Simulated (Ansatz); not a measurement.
# C₂H₄FSi (SMILES [CH+]=[Si](C)F) (charge +1): what the fields show

```yaml
atoms:
  - { symbol: C, position_ang: [-0.5007, 1.6053, -1.0825] }
  - { symbol: Si, position_ang: [-0.5275, -0.0472, -0.4455] }
  - { symbol: C, position_ang: [0.6485, -0.6625, 0.8282] }
  - { symbol: F, position_ang: [-1.3701, -1.0373, -1.3935] }
  - { symbol: H, position_ang: [-0.8794, 2.6450, -1.0782] }
  - { symbol: H, position_ang: [1.3597, -1.3659, 0.3415] }
  - { symbol: H, position_ang: [0.0760, -1.1962, 1.6184] }
  - { symbol: H, position_ang: [1.2107, 0.1775, 1.2876] }
```

Computed with RKS revPBE/def2-SVP (Ansatz).

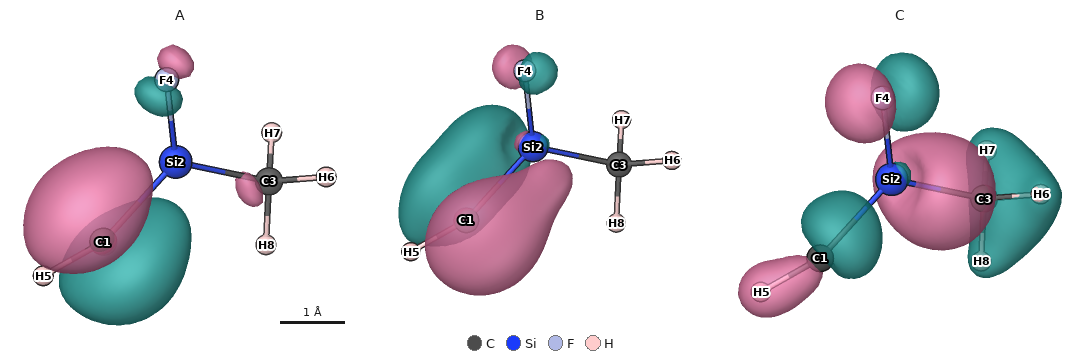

Figure 1. Three frontier orbitals at ±0.15 Å⁻³ᐟ² (teal and pink are the two phases), in no order.

### Which picture is the HOMO−1, the HOMO and the LUMO?

C is the HOMO−1 (−14.98 eV). Its weight (Hirshfeld) is mainly on C3 (about 30 %), F4 (about 25 %), Si2 (about 20 %) and C1 (about 10 %). B is the HOMO (−12.28 eV). It lies mainly on C1 (about 65 %) and Si2 (about 25 %). A is the LUMO (−11.99 eV). It lies mainly on C1 (about 75 %).

### What is the HOMO–LUMO gap?

0.29 eV between the orbital energies.

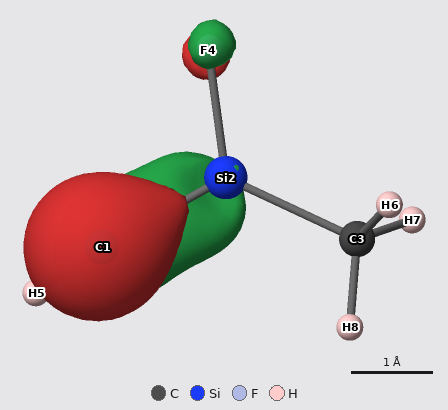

Figure 2. The HOMO at ±0.2 Å⁻³ᐟ² (green and red are the two phases), seen across its widest extent.

### Where does this orbital lie, and at what energy?

Its weight (Hirshfeld) is mainly on C1 (about 65 %) and Si2 (about 25 %). Its energy is −12.28 eV.
